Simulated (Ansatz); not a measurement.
Geometry relaxation of BNH4Cl2O (part 1 of 2)

BNH4Cl2O, computed with RKS PBE0/def2-SVP (Ansatz 0.2.0).

It belongs to a series of runs on one base structure; here: end point B relaxed. Figures and captions count atoms from 1; the log counts them from 0 in places.

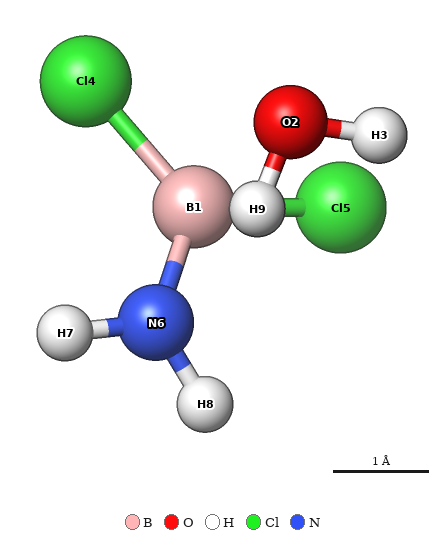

*The input geometry (ball-and-stick view, seen at a tilt; atoms are numbered from 1 in the order of the input).*

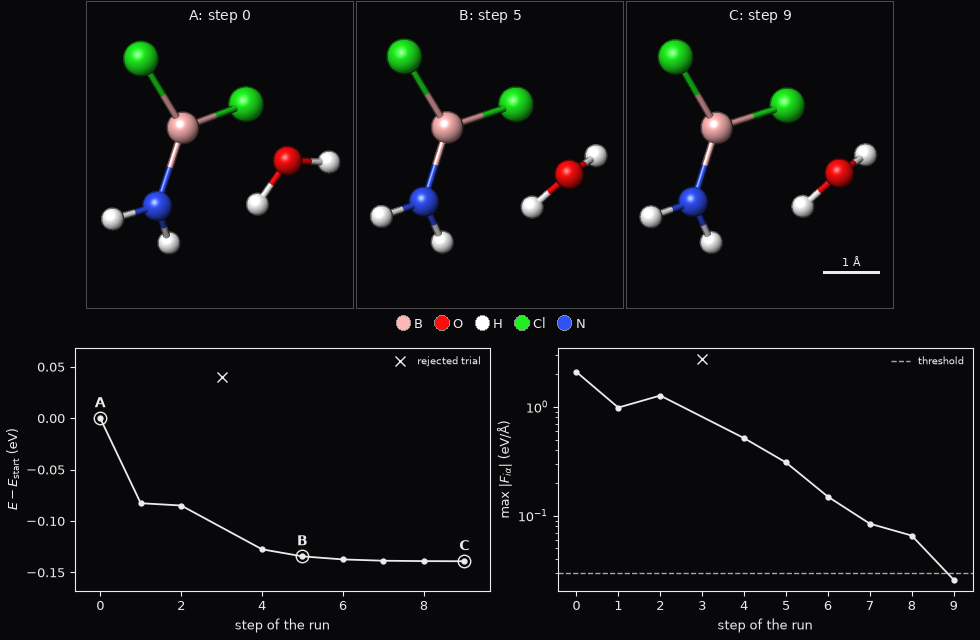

*Frames of the relaxation (ball-and-stick view, seen at a tilt) above the curves, on which the letters mark them (the first geometry is step 0 here and step 1 in the log).*

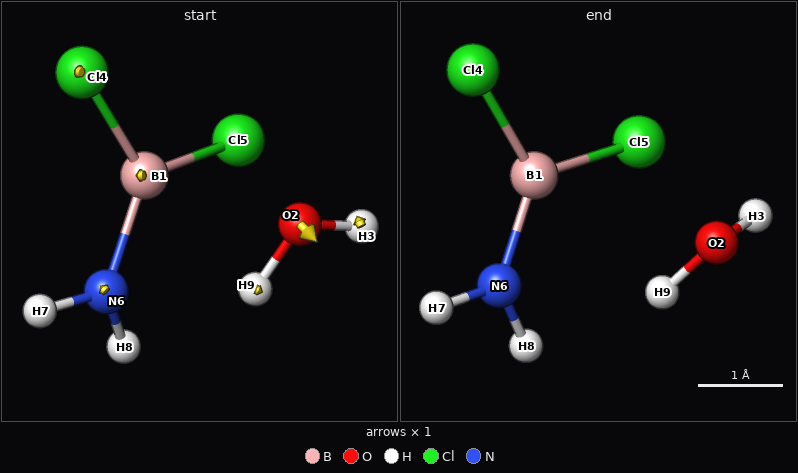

*Before (left) and after (right) the relaxation, at one scale (ball-and-stick view, seen at a tilt). The yellow arrows give the displacements, at true length.*

The largest move after the best rigid fit is that of O2, 0.33 Å. By element the largest moves are O 0.33 Å, H 0.15 Å, Cl 0.13 Å, B 0.13 Å, N 0.11 Å. Among the contacts that change: B1–N6 1.473 → 1.394 Å, O2–H9 0.982 → 0.964 Å, B1–Cl5 1.767 → 1.772 Å. After 9 geometry steps the energy has fallen by 0.139 eV. Largest force component: 2.1 eV/Å at the start, 0.026 eV/Å at the end. The line search rejected the trial step at point 3 (counted from 0) and went back. (Atoms are counted from 1 in the order of the input.)

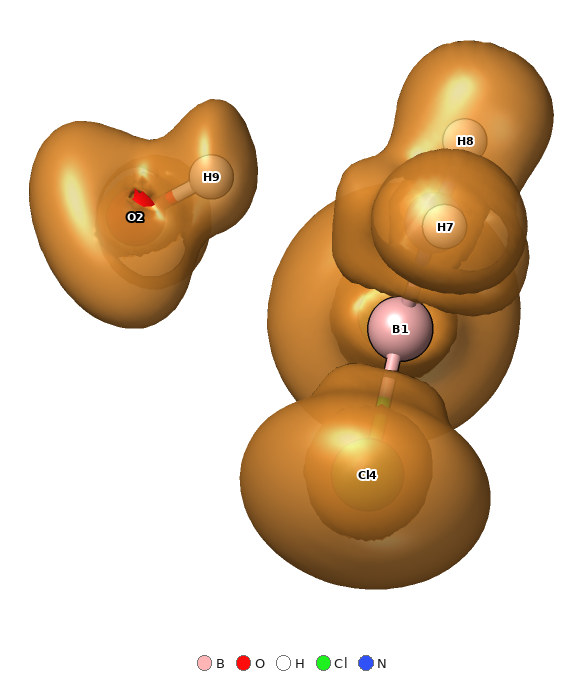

*Isosurface of the ELF at 0.75 (orange), seen at a tilt. Core shells and regions of very low density are left out.*

Values along the shortest contacts: B–N (1.39 Å): the ELF peaks at about 0.90 between the atoms, which marks a polar covalent bond.

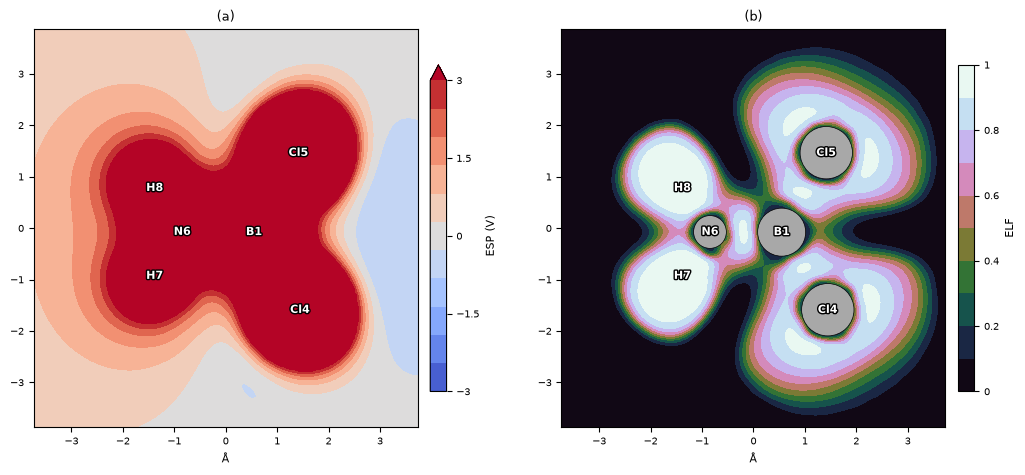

*(a) molecular electrostatic potential; (b) electron localisation function on the plane of atoms Cl5, B1 and N6. Grey discs, where drawn, cover atomic cores.*

B–N (1.39 Å): the ELF peaks at about 0.90 between the atoms, which marks a polar covalent bond.

These pictures come from the run below.

Input file:
```yaml
crystal:
  periodic: [false, false, false]
  atoms:
    - { symbol: B, position_ang: [0.210654, 0.596648, -0.284792] }
    - { symbol: O, position_ang: [-0.0738, -0.371502, 2.126359] }
    - { symbol: H, position_ang: [-1.03302, -0.488805, 2.104592] }
    - { symbol: Cl, position_ang: [1.593254, -0.40188, -0.696546] }
    - { symbol: Cl, position_ang: [-1.420174, 0.153984, -0.800833] }
    - { symbol: "N", position_ang: [0.414424, 1.922783, 0.323398] }
    - { symbol: H, position_ang: [1.350668, 2.292873, 0.431609] }
    - { symbol: H, position_ang: [-0.324511, 2.614015, 0.310592] }
    - { symbol: H, position_ang: [0.034504, 0.604283, 2.117621] }
basis:
  gaussian: { orbitals: def2-SVP }
hamiltonian:
  xc: pbe0
relax:
  f_tol: 0.03
  max_steps: 50
output:
  orbitals: {}
```

Command:
```bash
ansatz run input.yaml --threads 2 --pin off --max-ram 3072MiB --backend cpu --events-out ev --progress --plain --runs-dir out
```

The program's output:
```
The last accepted step is kept in [file] (removed where the run ends without a failure and the disk answers)
Engine: ansatz 0.2.0, x86_64-unknown-linux-gnu
Functional definition: PBE0
  parameter a = 0.25
  parameter kappa = 0.804
  parameter beta = 0.06672455060314922
  exchange = (1 - a)*pbe_x(kappa = kappa, mu = beta*pi^2/3) + a*exact_x
  correlation = pbe_c(beta = beta)
1035 factors; integrals over basis functions are off by at most 7.0e-4 eV
mean field evaluation 1: about -29296.3541 eV, gradient 6.1e1 eV
mean field evaluation 2: about -29288.8319 eV, gradient 8.5e1 eV
mean field evaluation 4: about -29303.3076 eV, gradient 1.8e0 eV
mean field evaluation 8: about -29303.3666 eV, gradient 1.8e-1 eV
mean field evaluation 16: about -29303.3666 eV, gradient 2.7e-5 eV
mean field -29303.36662798 eV, -1076.8788610429 hartree, gradient 2.7e-5 eV, S^2 0.000000; 0 other end points of the search recorded, 0 dependent functions left out
the calculation of the forces begins
reference -29303.36665010 eV, -1076.8788618558 hartree; 29, 29 occupied and 69, 69 virtual orbitals, 1035 factors
relax step   1: F+E_penalty+E_count = -29303.36662798 eV  Δ(F+E_penalty+E_count) = +0.000e0 eV  max|allowed force component| = 2.096e0 eV/Å  Δτ_max = 0.0000 Å  (26 SCF iters, accepted)
these checks for a lower state are left out or cut short: starts, cluster_reference, orbital_swaps, neighbouring_geometries, increment
1035 factors; integrals over basis functions are off by at most 7.7e-4 eV
mean field -29303.44923171 eV, -1076.8818966740 hartree, gradient 1.0e-5 eV, S^2 0.000000; 0 other end points of the search recorded, 0 dependent functions left out
the calculation of the forces begins
reference -29303.44925347 eV, -1076.8818974738 hartree; 29, 29 occupied and 69, 69 virtual orbitals, 1035 factors
relax step   2: F+E_penalty+E_count = -29303.44923171 eV  Δ(F+E_penalty+E_count) = -8.260e-2 eV  max|allowed force component| = 9.857e-1 eV/Å  Δτ_max = 0.1204 Å  (29 SCF iters, accepted)
these checks for a lower state are left out or cut short: starts, cluster_reference, orbital_swaps, neighbouring_geometries, increment
1035 factors; integrals over basis functions are off by at most 8.7e-4 eV
mean field -29303.45147877 eV, -1076.8819792519 hartree, gradient 1.8e-5 eV, S^2 0.000000; 0 other end points of the search recorded, 0 dependent functions left out
the calculation of the forces begins
reference -29303.45150067 eV, -1076.8819800568 hartree; 29, 29 occupied and 69, 69 virtual orbitals, 1035 factors
relax step   3: F+E_penalty+E_count = -29303.45147877 eV  Δ(F+E_penalty+E_count) = -2.247e-3 eV  max|allowed force component| = 1.271e0 eV/Å  Δτ_max = 0.1943 Å  (28 SCF iters, accepted)
these checks for a lower state are left out or cut short: starts, cluster_reference, orbital_swaps, neighbouring_geometries, increment
1035 factors; integrals over basis functions are off by at most 8.2e-4 eV
mean field evaluation 32: about -29303.2739 eV, gradient 6.6e-1 eV
mean field -29303.32643841 eV, -1076.8773841037 hartree, gradient 1.2e-5 eV, S^2 0.000000; 0 other end points of the search recorded, 0 dependent functions left out
the calculation of the forces begins
reference -29303.32645974 eV, -1076.8773848875 hartree; 29, 29 occupied and 69, 69 virtual orbitals, 1035 factors
relax step   4: F+E_penalty+E_count = -29303.32643841 eV  Δ(F+E_penalty+E_count) = +1.250e-1 eV  max|allowed force component| = 2.783e0 eV/Å  Δτ_max = 0.1912 Å  (30 SCF iters, rejected (line search))
these checks for a lower state are left out or cut short: starts, cluster_reference, orbital_swaps, neighbouring_geometries, increment
1035 factors; integrals over basis functions are off by at most 7.4e-4 eV
mean field -29303.49408344 eV, -1076.8835449447 hartree, gradient 8.2e-6 eV, S^2 0.000000; 0 other end points of the search recorded, 0 dependent functions left out
the calculation of the forces begins
reference -29303.49410505 eV, -1076.8835457391 hartree; 29, 29 occupied and 69, 69 virtual orbitals, 1035 factors
relax step   5: F+E_penalty+E_count = -29303.49408344 eV  Δ(F+E_penalty+E_count) = -4.260e-2 eV  max|allowed force component| = 5.165e-1 eV/Å  Δτ_max = 0.0956 Å  (29 SCF iters, accepted)
these checks for a lower state are left out or cut short: starts, cluster_reference, orbital_swaps, neighbouring_geometries, increment
1035 factors; integrals over basis functions are off by at most 6.7e-4 eV
mean field -29303.50096246 eV, -1076.8837977439 hartree, gradient 8.7e-6 eV, S^2 0.000000; 0 other end points of the search recorded, 0 dependent functions left out
the calculation of the forces begins
reference -29303.50098412 eV, -1076.8837985400 hartree; 29, 29 occupied and 69, 69 virtual orbitals, 1035 factors
relax step   6: F+E_penalty+E_count = -29303.50096246 eV  Δ(F+E_penalty+E_count) = -6.879e-3 eV  max|allowed force component| = 3.085e-1 eV/Å  Δτ_max = 0.0967 Å  (28 SCF iters, accepted)
these checks for a lower state are left out or cut short: starts, cluster_reference, orbital_swaps, neighbouring_geometries, increment
1035 factors; integrals over basis functions are off by at most 6.7e-4 eV
mean field -29303.50392812 eV, -1076.8839067299 hartree, gradient 7.4e-6 eV, S^2 0.000000; 0 other end points of the search recorded, 0 dependent functions left out
the calculation of the forces begins
reference -29303.50394973 eV, -1076.8839075242 hartree; 29, 29 occupied and 69, 69 virtual orbitals, 1035 factors
relax step   7: F+E_penalty+E_count = -29303.50392812 eV  Δ(F+E_penalty+E_count) = -2.966e-3 eV  max|allowed force component| = 1.496e-1 eV/Å  Δτ_max = 0.0423 Å  (29 SCF iters, accepted)
these checks for a lower state are left out or cut short: starts, cluster_reference, orbital_swaps, neighbouring_geometries, increment
1035 factors; integrals over basis functions are off by at most 6.9e-4 eV
mean field evaluation 64: about -29303.5052 eV, gradient 7.1e-6 eV
mean field -29303.50519592 eV, -1076.8839533210 hartree, gradient 7.0e-6 eV, S^2 0.000000; 0 other end points of the search recorded, 0 dependent functions left out
the calculation of the forces begins
reference -29303.50521756 eV, -1076.8839541160 hartree; 29, 29 occupied and 69, 69 virtual orbitals, 1035 factors
```
